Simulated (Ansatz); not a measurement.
One crystal and one scan (energy against volume) at two levels, PBE-D3(BJ) (plane waves to 420 eV, PAW, scalar-relativistic; Ansatz, an electronic-structure program) and r2SCAN+rVV10 (plane waves to 500 eV, PAW, scalar-relativistic; Ansatz), each from its own relaxed cell and on its own mesh. The cell shown is that of PBE-D3(BJ).

MoS₂ (3R-MoS2 type, space group R3m)

```
CELL_PARAMETERS angstrom
      1.57655     0.91022     5.99710
     -1.57655     0.91022     5.99710
      0.00000    -1.82045     5.99710
ATOMIC_POSITIONS crystal
  Mo 0.00002 0.00002 0.00002
  S  0.75355 0.75355 0.75355
  S  0.57974 0.57974 0.57974
```

The volume is varied about the relaxed value V₀ at fixed cell shape. The atoms relax within the cell's symmetry.

The energy includes the smearing's −TS. MoS2 is run without spin polarisation. MoS2 was relaxed with its symmetry unable to fall. This is one of several known forms of MoS2; the measured ambient cells at hand have space group No. 194. With the shape held, the modulus is that of even scaling; a crystal free to change shape is softer. Percentages come from the unrounded values. Both scans cover V/V₀ from 0.840 to 1.160.

```tsv
quantity	PBE-D3(BJ)	r2SCAN+rVV10	PBE-D3(BJ) − r2SCAN+rVV10
Lattice constant a (Å)	3.153	3.175	-0.022 (-0.7 %)
Lattice constant c (Å)	17.99	18.58	-0.59 (-3.2 %)
Relaxed volume (Å³/atom)	17.21	18.03	-0.82 (-4.5 %)
Band gap of the relaxed cell, no spin-orbit coupling (eV)	0.77	1.02	-0.25 (-25 %)
Pressure at the smallest volume (GPa)	19.9	19.3	+0.6 (+3 %)
Energy cost of the largest compression (meV/atom)	145.4	148.4	-3.0 (-2.0 %)
Energy cost of the largest expansion (meV/atom)	82.5	86.0	-3.5 (-4.1 %)
Bulk modulus at fixed cell shape B₀ (third-order Birch-Murnaghan fit) (GPa)	77.9	76.8	+1.1 (+1.4 %)
Pressure derivative B₀′ (fit)	4.3	4.1	+0.2 (+4 %)
Pressure for 5 % compression (fit) (GPa)	4.5	4.4	+0.1 (+2 %)
```

PBE-D3(BJ) gives the higher value for: pressure at the smallest volume. PBE-D3(BJ) gives the lower value for: lattice constant a; lattice constant c; relaxed volume; band gap of the relaxed cell, no spin-orbit coupling; energy cost of the largest compression; energy cost of the largest expansion. They agree on: bulk modulus at fixed cell shape B₀ (within 1.5 %).

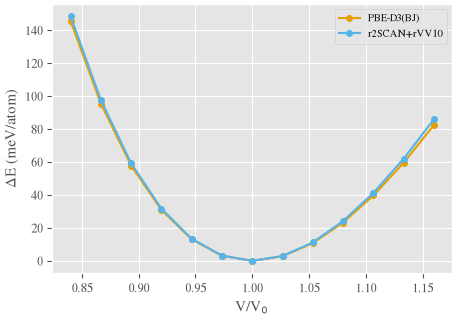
*ΔE, each from the relaxed starting cell of its own level.*

(Under strain, the slope of the energy per volume gives the stress and its curvature an elastic modulus.)
